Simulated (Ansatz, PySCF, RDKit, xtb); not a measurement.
# Which structure has the formula GaNH3OF?, part 2 of 2

Task: start from the formula GaNH3OF, draw up candidate structures, narrow them down in stages, and characterise the one that lies lowest at 298.15 K.

xtb, Ansatz and PySCF; isolated molecules.

### Step 11. The ranking

Energies in kcal/mol from c492; G adds the thermal terms to the CCSD(T)/def2-TZVP energy. The columns left of the relaxed level are at the tight-binding geometries.

| label | SMILES | spin | GFN2-xTB | HF/STO-3G | r2SCAN-D4/def2-SVP | B3LYP-D3(BJ)/def2-SVP | HF/def2-TZVP | MP2/def2-TZVP | CCSD(T)/def2-TZVP | G | share at equilibrium | T1 |
| --- | --- | --- | --- | --- | --- | --- | --- | --- | --- | --- | --- | --- |
| c492 | [NH2][Ga]([OH])[F] | singlet | 0.0 | 0.0 | 0.0 | 0.0 | 0.0 | 0.0 | 0.0 | 0.0 | 91.5 % | 0.014 |
| c182a | [NH2][Ga]([OH])[F] | singlet | 2.2 | 0.3 | 2.4 | 2.0 | 1.6 | 1.6 | 1.6 | 1.4 | 8.5 % | 0.014 |
| c797a | [F][Ga@@H-]1[NH2+][O]1 | singlet | 46.0 | 26.2 | 57.0 | 55.6 | 64.9 | 65.2 | 60.8 | 60.9 | < 0.1 % | 0.014 |

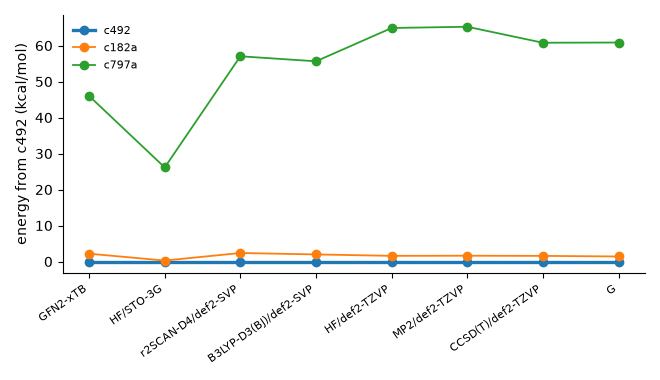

The finalists at each level, measured from c492.

Lowest found: c492, `[NH2][Ga]([OH])[F]`, a singlet of point group C1. Bond lengths: F1–Ga2 1.760 Å, Ga2–N3 1.801 Å, Ga2–O4 1.779 Å, N3–H5 1.014 Å, N3–H6 1.014 Å, O4–H7 0.966 Å. Angles: F1–Ga2–N3 119.2°, F1–Ga2–O4 117.4°, N3–Ga2–O4 123.3°, Ga2–N3–H5 121.4°, Ga2–N3–H6 121.5°, Ga2–O4–H7 113.1°, H5–N3–H6 112.6°.

```xyz
7

F     1.2698   -0.6412   -1.5689
Ga    0.8500   -0.5254    0.1368
N     0.3587    1.0686    0.8152
O     1.0210   -1.9964    1.1235
H     0.1083    1.8441    0.2122
H    -0.0488    1.1476    1.7401
H     1.3400   -2.7558    0.6185
```

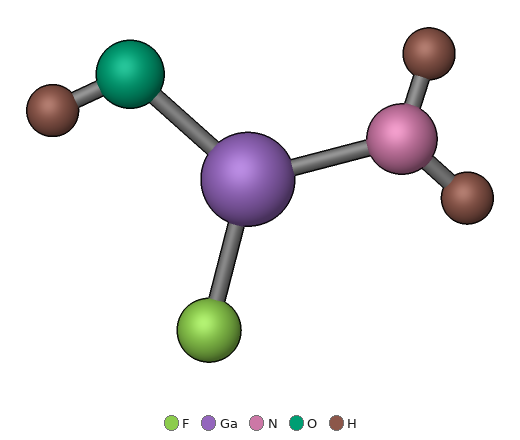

The lowest structure found, seen from a chosen angle (fluorine green, gallium purple, nitrogen pink, oxygen teal, hydrogen brown).

### Step 12. Density, orbitals and dipole (PBE0/def2-TZVPD)

Contents of input.yaml:

```yaml
basis:
  gaussian:
    orbitals: def2-TZVPD
crystal:
  periodic: [false, false, false]
  atoms:
    - {symbol: F, position_ang: [1.269752, -0.641238, -1.568926]}
    - {symbol: Ga, position_ang: [0.849962, -0.525402, 0.136848]}
    - {symbol: "N", position_ang: [0.358673, 1.068592, 0.815172]}
    - {symbol: O, position_ang: [1.021015, -1.996375, 1.123523]}
    - {symbol: H, position_ang: [0.108275, 1.844069, 0.212242]}
    - {symbol: H, position_ang: [-0.048755, 1.147642, 1.740065]}
    - {symbol: H, position_ang: [1.339966, -2.755807, 0.618498]}
hamiltonian:
  xc: {name: PBE0}
output:
  forces: true
  orbitals: {seedname: orbitals}
```

On the command line:

```console
ansatz run input.yaml --threads 2 --pin off --max-ram 4350MiB --events-out events.jsonl --progress --plain --runs-dir runs
```

The log of the run (excerpt; [...] marks lines left out):

```text
Warning: RAYON_NUM_THREADS=2 ignored (pool sized by the plan → 2); use --threads N
Functional definition: PBE0
  name "PBE0"
[...]
1137 factors; their error is unknown
[...]
mean field -58672.96761278 eV, -2156.1917898038 hartree, gradient 7.0e-5 eV, S^2 0.000000; 0 other end points of the search recorded, 0 dependent functions left out
[...]
reference -58672.96765499 eV, -2156.1917913550 hartree; 29, 29 occupied and 169, 169 virtual orbitals, 1137 factors
Total energy: -58672.96765499 eV, -2156.1917913550 hartree
Atom 0 at     1.269752    -0.641238    -1.568926 Å, force    -0.039422     0.001369     0.159161 eV/Å
Atom 1 at     0.849962    -0.525402     0.136848 Å, force     0.005981    -0.017715     0.037966 eV/Å
Atom 2 at     0.358673     1.068592     0.815172 Å, force    -0.151368     0.149961     0.048975 eV/Å
Atom 3 at     1.021015    -1.996375     1.123523 Å, force     0.084807    -0.079941    -0.286436 eV/Å
Atom 4 at     0.108275     1.844069     0.212242 Å, force     0.073310    -0.279648     0.222459 eV/Å
Atom 5 at    -0.048755     1.147642     1.740065 Å, force     0.127894    -0.014811    -0.338838 eV/Å
Atom 6 at     1.339966    -2.755807     0.618498 Å, force    -0.101201     0.240785     0.156712 eV/Å
Dipole moment:    -0.193185     0.160961     0.193951 e Å
```

It took 5.1 s on 2 threads of Intel Xeon Platinum 8488C (Sapphire Rapids), shared host.

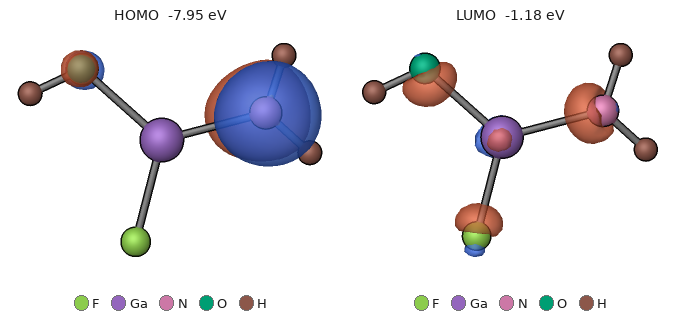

Frontier orbitals of this run, surfaces at ±0.2 Å^-3/2.

### Step 13. Frequencies after a tight-binding relaxation (GFN2-xTB)

Contents of start.xyz:

```xyz
7
c492
F      1.269752    -0.641238    -1.568926
Ga     0.849962    -0.525402     0.136848
N      0.358673     1.068592     0.815172
O      1.021015    -1.996375     1.123523
H      0.108275     1.844069     0.212242
H     -0.048755     1.147642     1.740065
H      1.339966    -2.755807     0.618498
```

On the command line:

```console
xtb start.xyz --gfn 2 --ohess tight
```

The log of the run (excerpt; [...] marks lines left out):

```text
* xtb version 6.7.1
[...]
          :  # basis functions                  25          :
[...]
          :  # electrons                        24          :
[...]
          :  Hamiltonian                  GFN2-xTB          :
[...]
          :  net charge                          0          :
          :  unpaired electrons                  0          :
[...]
   *** convergence criteria satisfied after 11 iterations ***
[...]
   *** GEOMETRY OPTIMIZATION CONVERGED AFTER 12 ITERATIONS ***
[...]
   *** convergence criteria satisfied after 3 iterations ***
[...]
         ::                     SUMMARY                     ::
         :::::::::::::::::::::::::::::::::::::::::::::::::::::
         :: total energy             -14.541762335023 Eh    ::
         :: gradient norm              0.000108739797 Eh/a0 ::
         :: HOMO-LUMO gap              3.746887188929 eV    ::
         ::.................................................::
         :: SCC energy               -14.609872513540 Eh    ::
         :: -> isotropic ES            0.069697873158 Eh    ::
         :: -> anisotropic ES         -0.002393199044 Eh    ::
         :: -> anisotropic XC          0.001888957468 Eh    ::
         :: -> dispersion             -0.002567208565 Eh    ::
         :: repulsion energy           0.068110178517 Eh    ::
         :: add. restraining           0.000000000000 Eh    ::
         :: total charge               0.000000000000 e     ::
         :::::::::::::::::::::::::::::::::::::::::::::::::::::
[...]
        12        2.0000           -0.4372976             -11.8995 (HOMO)
        13                         -0.2996020              -8.1526 (LUMO)
[...]
     #   Z          covCN         q      C6AA      α(0)
     1   9 F        0.693    -0.251    11.787     4.054
     2  31 Ga       2.270     0.194   213.801    32.791
     3   7 N        2.527    -0.304    27.875     7.841
     4   8 O        1.563    -0.412    21.146     6.205
     5   1 H        0.862     0.213     1.041     1.598
     6   1 H        0.862     0.212     1.046     1.602
     7   1 H        0.814     0.348     0.592     1.208
[...]
          | TOTAL ENERGY              -14.541762335023 Eh   |
          | TOTAL ENTHALPY            -14.497293210884 Eh   |
          | TOTAL FREE ENERGY         -14.535777014051 Eh   |
          | GRADIENT NORM               0.000108751395 Eh/α |
[...]
```

Run time: 0.16 s. Hardware: 2 threads of Intel Xeon Platinum 8488C (Sapphire Rapids), shared host.

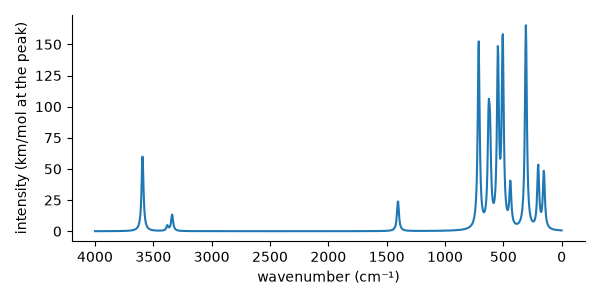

Harmonic infrared spectrum, unscaled, lines broadened by 10 cm⁻¹.

### Step 14. Electronic excitations (TD-B3LYP/def2-SVPD)

An in-house driver calls PySCF's response routines at TD-B3LYP/def2-SVPD; it has no typed input.

The log of the run:

```text
coarse grid: 30432 points
cycle   1  E = -2155.9961729795  dE = -2.237e-01  |g| = 1.145e+00  |ddm| = 3.620e+00
cycle   2  E = -2155.3482262701  dE =  6.479e-01  |g| = 2.188e+00  |ddm| = 3.558e+00
cycle   3  E = -2156.2164169806  dE = -8.682e-01  |g| = 2.001e-01  |ddm| = 2.495e+00
cycle   4  E = -2156.2223469506  dE = -5.930e-03  |g| = 1.062e-01  |ddm| = 3.110e-01
cycle   5  E = -2156.2244361483  dE = -2.089e-03  |g| = 2.084e-02  |ddm| = 9.966e-02
cycle   6  E = -2156.2244977443  dE = -6.160e-05  |g| = 5.336e-03  |ddm| = 1.648e-02
cycle   7  E = -2156.2245020866  dE = -4.342e-06  |g| = 1.961e-03  |ddm| = 6.413e-03
final grid: 63216 points
cycle   8  E = -2156.2244561480  dE =  1.802e-06  |g| = 3.636e-03  |ddm| = 5.112e-03
cycle   9  E = -2156.2244494519  dE =  6.696e-06  |g| = 6.888e-03  |ddm| = 8.460e-03
cycle  10  E = -2156.2244587453  dE = -9.293e-06  |g| = 8.932e-05  |ddm| = 5.504e-03
cycle  11  E = -2156.2244587469  dE = -1.605e-09  |g| = 3.609e-05  |ddm| = 1.513e-04
cycle  12  E = -2156.2244587471  dE = -1.846e-10  |g| = 3.276e-06  |ddm| = 3.485e-05
converged SCF energy = -2156.2244587471

Static polarisability (au): isotropic 39.392, principal 32.775 39.142 46.258

Singlet excitations
state   eV       nm        f      main configurations
  1   5.2252    237.3   0.02197   H->L 0.98
  2   6.5023    190.7   0.04657   H-1->L 0.97
  3   6.9537    178.3   0.04693   H->L+1 0.67, H-2->L 0.26
  4   7.2133    171.9   0.10746   H-2->L 0.64, H->L+1 0.25
  5   7.2620    170.7   0.02415   H->L+2 0.83, H->L+3 0.15
  6   7.7248    160.5   0.00188   H->L+3 0.81, H->L+2 0.13
  7   7.9851    155.3   0.09052   H-3->L 0.84
  8   8.1702    151.8   0.04255   H-4->L 0.90

Triplet excitations (Tamm-Dancoff, eV): 4.8018 5.9854 6.0659
```

Wall time 10 s (2 threads of Intel Xeon Platinum 8488C (Sapphire Rapids), shared host).

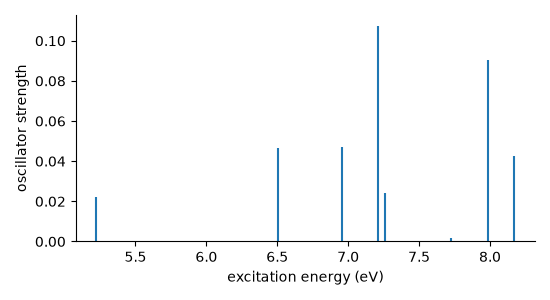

Vertical excitations as sticks.

The roots found:

```
excited state  energy (eV)  strength
            1        5.225    0.0220
            2        6.502    0.0466
            3        6.954    0.0469
            4        7.213    0.1075
            5        7.262    0.0242
            6        7.725    0.0019
            7        7.985    0.0905
            8        8.170    0.0425
```

### Step 15. NMR shieldings (GIAO PBE0/pcSseg-1)

An in-house driver calls PySCF's response routines at GIAO PBE0/pcSseg-1; it has no typed input.

The log of the run:

```text
coarse grid: 30432 points
cycle   1  E = -2155.6164321316  dE = -2.845e-01  |g| = 1.393e+00  |ddm| = 2.689e+00
cycle   2  E = -2155.1563036481  dE =  4.601e-01  |g| = 2.169e+00  |ddm| = 1.833e+00
cycle   3  E = -2155.8538799275  dE = -6.976e-01  |g| = 2.085e-01  |ddm| = 1.303e+00
cycle   4  E = -2155.8600313218  dE = -6.151e-03  |g| = 1.085e-01  |ddm| = 1.608e-01
cycle   5  E = -2155.8618765633  dE = -1.845e-03  |g| = 2.180e-02  |ddm| = 6.479e-02
cycle   6  E = -2155.8619569036  dE = -8.034e-05  |g| = 5.888e-03  |ddm| = 1.398e-02
cycle   7  E = -2155.8619615447  dE = -4.641e-06  |g| = 1.399e-03  |ddm| = 3.721e-03
final grid: 63216 points
cycle   8  E = -2155.8619275219  dE =  4.805e-07  |g| = 2.230e-03  |ddm| = 1.965e-03
cycle   9  E = -2155.8619259980  dE =  1.524e-06  |g| = 3.695e-03  |ddm| = 3.127e-03
cycle  10  E = -2155.8619283880  dE = -2.390e-06  |g| = 1.107e-04  |ddm| = 1.947e-03
cycle  11  E = -2155.8619283896  dE = -1.632e-09  |g| = 2.930e-05  |ddm| = 7.961e-05
cycle  12  E = -2155.8619283897  dE = -8.322e-11  |g| = 3.782e-06  |ddm| = 1.229e-05
converged SCF energy = -2155.8619283897

GIAO shielding tensors (ppm)
atom      isotropic    diamagn.    paramagn.     s11        s22        s33       span
  0 F      360.742     477.346    -116.604    278.773    374.217    429.236    150.463
  1 Ga    1478.773    2641.960   -1163.187   1239.283   1433.175   1763.862    524.579
  2 N      256.882     319.725     -62.843    231.477    256.312    282.858     51.382
  3 O      305.659     390.075     -84.416    269.371    310.956    336.649     67.278
  4 H       30.418      31.053      -0.635     22.518     25.494     43.243     20.726
  5 H       30.326      30.383      -0.057     22.291     25.773     42.915     20.624
  6 H       29.761      29.732       0.029     21.184     24.015     44.084     22.900
```

It took 7.2 s on 2 threads of Intel Xeon Platinum 8488C (Sapphire Rapids), shared host.

Isotropic shieldings (absolute, not shifts):

| atoms | shielding (ppm) |
| --- | --- |
| F1 | 360.7 |
| Ga2 | 1478.8 |
| N3 | 256.9 |
| O4 | 305.7 |
| H5 | 30.42 |
| H6 | 30.33 |
| H7 | 29.76 |

### Step 16. The cation at the same geometry (PBE0/def2-TZVPD)

Contents of input.yaml:

```yaml
crystal:
  periodic: [false, false, false]
  atoms:
    - symbol: F
      position_ang: [1.269752, -0.641238, -1.568926]
    - symbol: Ga
      position_ang: [0.849962, -0.525402, 0.136848]
    - symbol: "N"
      position_ang: [0.358673, 1.068592, 0.815172]
    - symbol: O
      position_ang: [1.021015, -1.996375, 1.123523]
    - symbol: H
      position_ang: [0.108275, 1.844069, 0.212242]
    - symbol: H
      position_ang: [-0.048755, 1.147642, 1.740065]
    - symbol: H
      position_ang: [1.339966, -2.755807, 0.618498]
basis:
  gaussian:
    orbitals: def2-TZVPD
total_charge: 1
magnetization:
  spin_polarized: true
  initial_magnetization: 1
hamiltonian:
  xc: {name: PBE0}
```

On the command line:

```console
ansatz run input.yaml --threads 2 --pin off --max-ram 4350MiB --events-out events.jsonl --progress --plain --runs-dir runs
```

The log of the run:

```text
Warning: RAYON_NUM_THREADS=2 ignored (pool sized by the plan → 2); use --threads N
[... 2 set-up lines as earlier in the session ...]
  parameter a = 0.25
  parameter kappa = 0.804
  parameter beta = 0.06672455060314922
  exchange = (1 - a)*pbe_x(kappa = kappa, mu = beta*pi^2/3) + a*exact_x
  correlation = pbe_c(beta = beta)
1137 factors; their error is unknown
mean field evaluation 1: about -58643.3394 eV, gradient 7.9e1 eV
mean field evaluation 2: about -58553.7554 eV, gradient 1.6e2 eV
mean field evaluation 4: about -58661.2876 eV, gradient 1.8e1 eV
mean field evaluation 8: about -58662.5018 eV, gradient 2.1e-1 eV
mean field evaluation 16: about -58662.6823 eV, gradient 3.4e-3 eV
mean field evaluation 32: about -58662.5746 eV, gradient 3.4e0 eV
mean field -58662.68228431 eV, -2155.8138109544 hartree, gradient 3.1e-5 eV, S^2 0.761138; 4 other end points of the search recorded, 0 dependent functions left out
reference -58662.68232403 eV, -2155.8138124138 hartree; 29, 28 occupied and 169, 170 virtual orbitals, 1137 factors
Total energy: -58662.68232403 eV, -2155.8138124138 hartree
```

Wall time 10 s (2 threads of Intel Xeon Platinum 8488C (Sapphire Rapids), shared host); peak memory 0.67 GiB.

Difference from the parent: 10.29 eV.

### Step 17. The anion at the same geometry (PBE0/def2-TZVPD)

input.yaml: that of step 16 with these lines changed.

```diff
@@ -7,3 +7,3 @@
       position_ang: [0.849962, -0.525402, 0.136848]
-    - symbol: "N"
+    - symbol: N
       position_ang: [0.358673, 1.068592, 0.815172]
@@ -20,3 +20,7 @@
     orbitals: def2-TZVPD
-total_charge: 1
+hamiltonian:
+  xc: pbe0
+scf:
+  lower_state_search: "off"
+total_charge: -1
 magnetization:
@@ -24,3 +28 @@
   initial_magnetization: 1
-hamiltonian:
-  xc: {name: PBE0}
```

On the command line:

```console
ansatz run input.yaml --threads 2 --pin off --max-ram 4350MiB --events-out events.jsonl --progress --plain --runs-dir runs
```

The log of the run (excerpt; [...] marks lines left out):

```text
Warning: RAYON_NUM_THREADS=2 ignored (pool sized by the plan → 2); use --threads N
[... 2 set-up lines as earlier in the session ...]
[...]
1137 factors; their error is unknown
[...]
mean field -58672.81463461 eV, -2156.1861679597 hartree, gradient 9.0e-6 eV, S^2 0.751022; 0 other end points of the search recorded, 0 dependent functions left out
reference -58672.81466921 eV, -2156.1861692314 hartree; 30, 29 occupied and 168, 169 virtual orbitals, 1137 factors
Total energy: -58672.81466921 eV, -2156.1861692314 hartree
Checks for a lower state left out: stability, starts, cluster_reference, orbital_swaps, neighbouring_geometries, increment
```

It took 5.4 s on 2 threads of Intel Xeon Platinum 8488C (Sapphire Rapids), shared host; peak memory 0.6 GiB.

Parent less the species with the added electron: -0.15 eV. The extra electron isn't bound at this geometry, so the number measures the basis, not the molecule.

### Step 18. The triplet at the same geometry (PBE0/def2-TZVPD)

Contents of input.yaml:

```yaml
basis:
  gaussian: {orbitals: def2-TZVPD}
crystal:
  periodic: [false, false, false]
  atoms:
    - {symbol: F, position_ang: [1.269752, -0.641238, -1.568926]}
    - {symbol: Ga, position_ang: [0.849962, -0.525402, 0.136848]}
    - {symbol: "N", position_ang: [0.358673, 1.068592, 0.815172]}
    - {symbol: O, position_ang: [1.021015, -1.996375, 1.123523]}
    - {symbol: H, position_ang: [0.108275, 1.844069, 0.212242]}
    - {symbol: H, position_ang: [-0.048755, 1.147642, 1.740065]}
    - {symbol: H, position_ang: [1.339966, -2.755807, 0.618498]}
magnetization: {spin_polarized: true, initial_magnetization: 2}
hamiltonian: {xc: {name: PBE0}}
```

On the command line:

```console
ansatz run input.yaml --threads 2 --pin off --max-ram 4350MiB --events-out events.jsonl --progress --plain --runs-dir runs
```

The log of the run (excerpt; [...] marks lines left out):

```text
Warning: RAYON_NUM_THREADS=2 ignored (pool sized by the plan → 2); use --threads N
[... 7 set-up lines as earlier in the session ...]
1137 factors; their error is unknown
mean field evaluation 1: about -58657.7774 eV, gradient 5.5e1 eV
mean field evaluation 2: about -58605.4867 eV, gradient 1.2e2 eV
mean field evaluation 4: about -58667.5260 eV, gradient 7.6e0 eV
mean field evaluation 8: about -58667.7266 eV, gradient 6.0e-1 eV
mean field evaluation 16: about -58667.9110 eV, gradient 3.1e-3 eV
mean field -58667.91103719 eV, -2156.0059640785 hartree, gradient 6.4e-5 eV, S^2 2.004461; 2 other end points of the search recorded, 0 dependent functions left out
reference -58667.91108544 eV, -2156.0059658515 hartree; 30, 28 occupied and 168, 170 virtual orbitals, 1137 factors
Total energy: -58667.91108544 eV, -2156.0059658515 hartree
```

Run time: 9 s. Hardware: 2 threads of Intel Xeon Platinum 8488C (Sapphire Rapids), shared host; peak memory 0.67 GiB.

It lies 5.06 eV above the singlet.

### Step 19. Stability of the closed-shell solution (PBE0/def2-SVP)

Contents of calc.py:

```python
from pyscf import gto, dft

system = gto.Mole()
system.atom = '''
F        1.269752      -0.641238      -1.568926
Ga       0.849962      -0.525402       0.136848
N        0.358673       1.068592       0.815172
O        1.021015      -1.996375       1.123523
H        0.108275       1.844069       0.212242
H       -0.048755       1.147642       1.740065
H        1.339966      -2.755807       0.618498
'''
system.spin = 0
system.verbose = 3
system.charge = 0
system.basis = 'def2-svp'
system.max_memory = 3100
system.build()

mf = dft.RKS(system, xc='pbe0')
mf = mf.density_fit(auxbasis='def2-universal-jkfit')
mf.max_cycle = 100
mf.grids.level = 3
mf.kernel()
if not mf.converged:
    mf = mf.newton().run(mf.mo_coeff, mf.mo_occ)

e_final = mf.e_tot
print('Final energy', e_final)
mo_i, mo_e, stable_i, stable_e = mf.stability(internal=True, external=True, return_status=True)
print('stable: internal', stable_i, 'external', stable_e)
```

On the command line:

```console
OMP_NUM_THREADS=2 python calc.py
```

The log of the run:

```text
converged SCF energy = -2155.65069174642
Final energy -2155.650691746416
<class 'pyscf.df.df_jk.DFRKS'> wavefunction is stable in the internal stability analysis
<class 'pyscf.df.df_jk.DFRKS'> wavefunction is stable in the real -> complex stability analysis
<class 'pyscf.df.df_jk.DFRKS'> wavefunction is stable in the RHF/RKS -> UHF/UKS stability analysis
stable: internal True external True
```

Run time: 57 s. Hardware: 2 threads of Intel Xeon Platinum 8488C (Sapphire Rapids), shared host.

### Step 20. Results

The summary covers parts 1 to 2.

| quantity | value |
| --- | --- |
| lowest structure found | [NH2][Ga]([OH])[F], singlet, C1 |
| next finalist | [NH2][Ga]([OH])[F], singlet, 1.4 kcal/mol higher in G |
| share at equilibrium, among the finalists | 91.5 % |
| funnel | 10 starts, 9 minima at GFN2-xTB, 7 screening runs, 3 relaxed, 3 ranked |
| CPU time of all runs | 15 min |
| harmonic wavenumbers, lowest and highest (B3LYP-D3(BJ)/def2-SVP) | 161 and 3848 cm⁻¹ |
| rotational constants, same geometry | 0.2027, 0.1883, 0.0977 cm⁻¹ |
| dipole moment (PBE0/def2-TZVPD) | 1.53 D |
| HOMO energy (PBE0/def2-TZVPD) | -7.95 eV |
| LUMO energy (PBE0/def2-TZVPD) | -1.18 eV |
| HOMO–LUMO gap (PBE0/def2-TZVPD) | 6.77 eV |
| lowest excitation (TD-B3LYP/def2-SVPD) | 5.23 eV (f = 0.022) |
| strongest of the states computed, same level | 7.21 eV (f = 0.107) |
| lowest triplet excitation, same level, Tamm-Dancoff | 4.80 eV |
| vertical ionisation energy | 10.29 eV |
| vertical electron affinity | -0.15 eV (unbound: the value depends on the basis) |
| vertical triplet less singlet | +5.06 eV |

What this shows: The lowest structure found is `[NH2][Ga]([OH])[F]`. The next finalist is drawn with the same bonds. At 1.4 kcal/mol the two aren't resolved. GFN2-xTB, HF/STO-3G, r2SCAN-D4/def2-SVP, B3LYP-D3(BJ)/def2-SVP, HF/def2-TZVP and MP2/def2-TZVP already put its bonding pattern lowest among the structures in one piece. The largest share of the time went into the vibrations (33 %). The search is not exhaustive (a finite list of starts, one conformer a finalist), so a lower isomer can't be ruled out. Patterns outside the rules of the enumeration were met only by chance.
